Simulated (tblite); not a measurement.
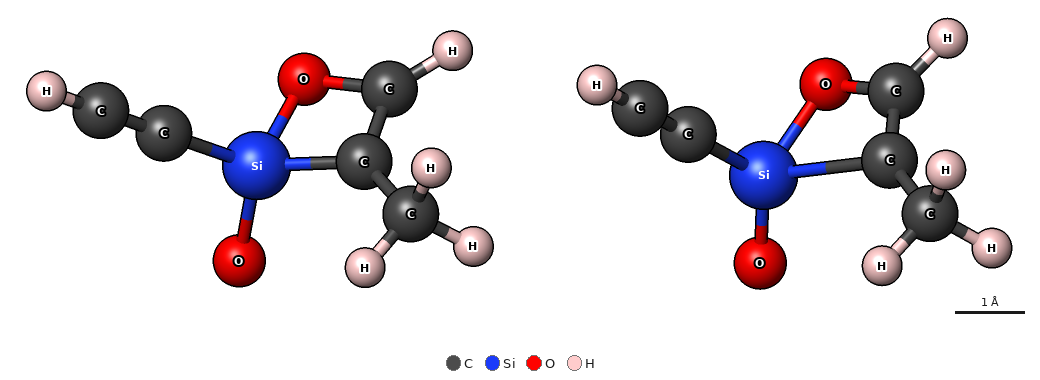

Two geometries of C5H5O2Si (multiplicity 2), drawn at one scale. One is the start of a relaxation, the other its converged end. A ball-and-stick model, seen from a free direction.

Computed with tblite, GFN2-xTB geometry optimisation, gas phase. 

Question: Which one is relaxed?

Answer: The right one is the relaxed one. Over 94 geometry steps the energy falls by 45.9 kcal/mol. The largest moves after the best rigid fit, 0.48 Å, are those of Si and H atoms. By element the largest moves are H 0.48 Å, Si 0.48 Å, C 0.28 Å, O 0.25 Å. Near-neighbour distances that change, for instance: C–Si 1.732 → 2.226 Å, O–Si 1.718 → 1.511 Å, C–O 1.454 → 1.361 Å, C–C 1.390 → 1.306 Å. Among the angles between lasting bonds that change: C–Si–C 115.1° → 93.4°, O–C–C 98.1° → 114.3°, O–C–H 130.6° → 115.9°.
